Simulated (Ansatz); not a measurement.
Input

```
crystal:
  periodic: [false, false, false]
  atoms:
    - symbol: C
      position_ang: [-0.458131, -1.451349, 0.643904]
    - symbol: Ga
      position_ang: [0.610286, 0.185981, 0.372472]
    - symbol: Li
      position_ang: [0.416524, -1.863864, -1.142116]
    - symbol: H
      position_ang: [1.064306, -0.131632, -1.292365]
    - symbol: H
      position_ang: [-0.515991, -1.832169, 1.675686]
    - symbol: H
      position_ang: [-1.503181, -1.237371, 0.318566]
basis:
  gaussian:
    orbitals: def2-TZVPD
hamiltonian:
  xc: pbe0
magnetization:
  spin_polarized: true
  initial_magnetization: 1
output:
  forces: true
  orbitals: {seedname: orbitals}
```

Launched as:

```sh
ansatz run input.yaml --threads 1 --pin off --max-ram 2610MiB --events-out events.jsonl --progress --plain --runs-dir runs
```

Geometry: PBE0-D3(BJ)/def2-SVP.

Level of theory: isolated molecule in a Gaussian basis; Kohn-Sham density functional theory, functional PBE0 in Ansatz.

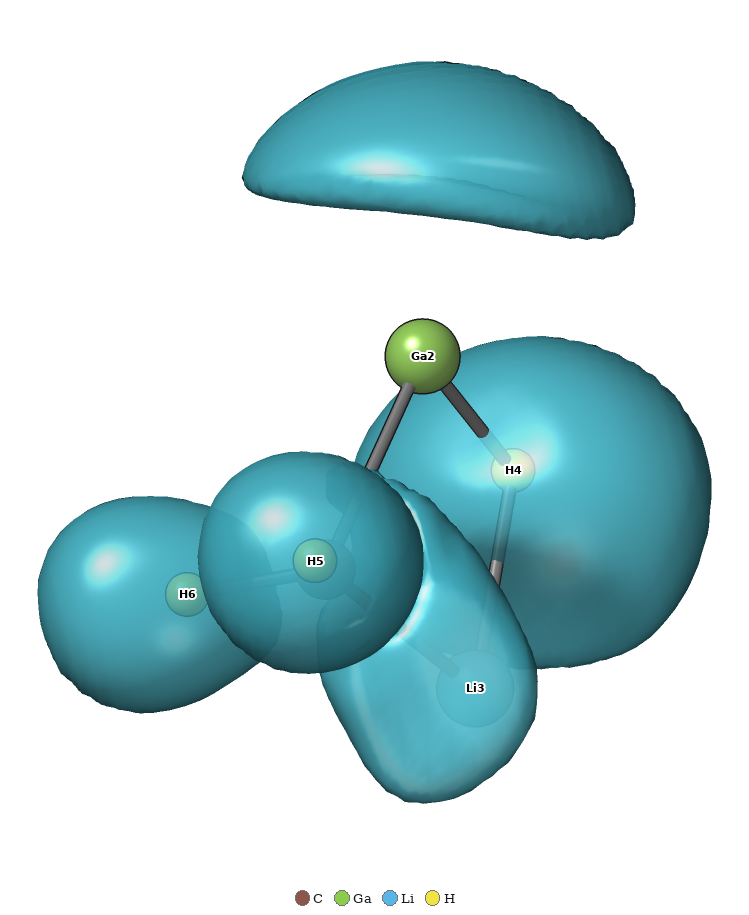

CH3GaLi (doublet). Isosurface of the electron localisation function at 0.8 (cyan), seen at an oblique angle. Only the valence region is drawn (cores and ρ < 0.01 e/Å³ removed).

### Identify the bonds, lone pairs and shells in this picture.

At this value the surface marks out three regions around hydrogen nuclei, one lobe on Ga, pointing away from the bonds (non-bonding electrons) and one region wrapped around Li (its valence shell).

Values along the shortest contacts:
C–Ga (1.97 Å): the ELF peaks at about 0.85 in the valence shell of C, 0.7 Å from its nucleus, and is about 0.45 at the midpoint. C–Li (2.03 Å): the ELF peaks at about 0.90 in the valence shell of C, 0.8 Å from its nucleus, and is about 0.85 at the midpoint.
